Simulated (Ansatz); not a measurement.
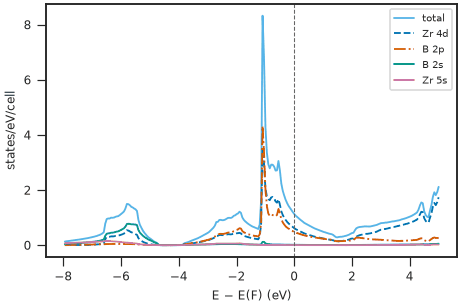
Figure. Total and projected density of states of ZrB (rock salt, Fm-3m), r²SCAN in the plane-wave PAW code Ansatz

Problem. Which orbitals carry the states next to the Fermi level?

Solution. Within 0.5 eV of the Fermi level: Zr 4d 55 %, B 2p 42 %. Projections are on Löwdin-orthogonalised atomic valence shells; empty p or d shells of many metals are not among them.

Problem. Where is the tallest occupied peak in this window, and what makes it?

Solution. Near -1.1 eV, about 8.3 states/eV per cell; the largest projected share is B 2p.

The workflow started from an entry of the Crystallography Open Database (COD). Whether it is the stable phase at ambient conditions was not checked. The cell was relaxed with r²SCAN under the symmetry of its start; whether a distortion lowers the energy is not shown. No spin polarisation was allowed. The volume moved by 18 % from the start of the relaxation. Spin–orbit coupling is left out wherever it is not named.

Potentials: the later of the program's two PAW sets.
